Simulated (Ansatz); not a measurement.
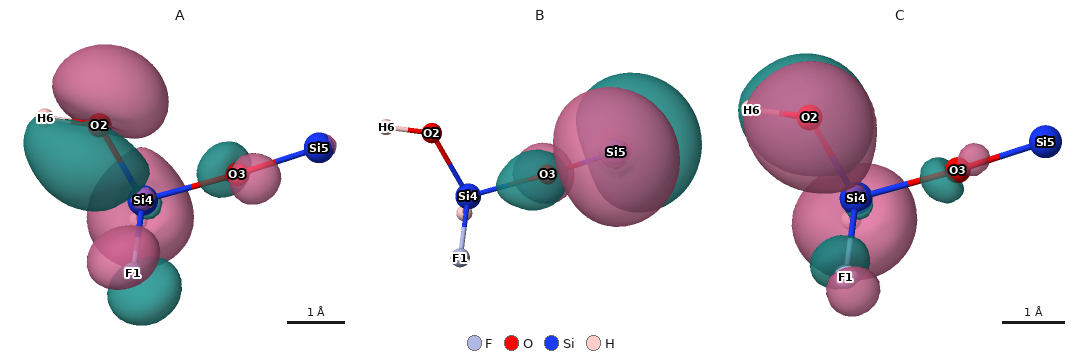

*FH$_{2}$O$_{2}$Si$_{2}$ (charge +1). Three frontier orbitals at ±0.1 Å⁻³ᐟ² (teal and pink are the two phases), in no order.*

Geometry: B3LYP-D3(BJ)/def2-SVP.

All numbers below come from Ansatz, isolated molecule in a Gaussian basis; Kohn-Sham density functional theory, functional PBE0.

```tsv
atom	x (Å)	y (Å)	z (Å)
F	0.7937	1.3167	-1.5138
O	1.1744	-0.3164	0.6069
O	0.1902	-1.2187	-1.6063
Si	1.3609	-0.0782	-0.9799
Si	-0.9758	-2.1727	-2.0437
H	1.6488	0.1551	1.3048
H	2.6364	-0.4149	-1.6097
```

Q: Which picture is the HOMO−1, the HOMO and the LUMO?

A: A is the HOMO−1 (−14.96 eV). It lies mainly on O2 (about 55 %), Si4 (about 15 %), F1 (about 10 %) and H7 (about 10 %). C is the HOMO (−14.42 eV). It lies mainly on O2 (about 60 %), Si4 (about 15 %) and H7 (about 10 %). B is the LUMO (−8.24 eV). By Hirshfeld shares it lies mainly on Si5 (about 90 %) and O3 (about 10 %).

Q: What is the HOMO–LUMO gap?

A: 6.18 eV between the orbital energies.
